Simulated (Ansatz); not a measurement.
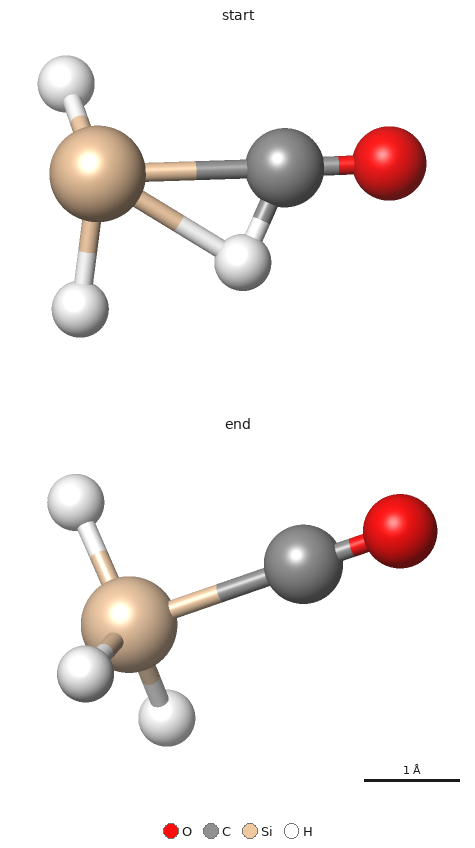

The structure of CH$_{3}$OSi (charge +1) before (top) and after (bottom) a relaxation, at one scale.

The picture is a ball-and-stick view, seen at a tilt.

The run prepares an end point of a later path (hydrogen shift) calculation, from a guessed geometry.

Method: RKS B3LYP/def2-SVP in Ansatz.

Input
```yaml
crystal:
  periodic: [false, false, false]
  atoms:
    - { symbol: O, position_ang: [1.00644, -1.87197, 0.97947] }
    - { symbol: C, position_ang: [0.52654, -0.99021, 0.51333] }
    - { symbol: Si, position_ang: [-0.32064, 0.59701, -0.31209] }
    - { symbol: H, position_ang: [-1.44413, -0.0812, -0.94976] }
    - { symbol: H, position_ang: [0.80393, 1.0041, -1.14797] }
    - { symbol: H, position_ang: [-0.4479, -1.16215, 0.05616] }
total_charge: 1
basis:
  gaussian: { orbitals: def2-SVP }
hamiltonian:
  xc: b3lyp
relax:
  f_tol: 0.02
  max_steps: 50
```

Launched with:
```bash
ansatz run input.yaml --threads 1 --pin off --max-ram 2048MiB --backend cpu --events-out ev --progress --plain --runs-dir out
```

Question: Describe what moved and what it gained.

Answer: Over 17 geometry steps the energy falls by 399.8 kJ/mol. The largest force component goes from 5.5 to 0.015 eV/Å. H6 moves most after the best rigid fit: 1.65 Å. By element the largest moves are H 1.65 Å, Si 0.77 Å, O 0.75 Å, C 0.31 Å. Among the contacts that change: C2–H6 1.090 → 2.675 Å, Si3–H6 1.802 → 1.478 Å, C2–Si3 1.979 → 2.016 Å, Si3–H4 1.459 → 1.478 Å. Bonds break: C2–H6 (1.09 → 2.68 Å). Among the angles between lasting bonds that change: C2–Si3–H6 33.1° → 98.8°, H4–Si3–H6 65.2° → 117.7°.
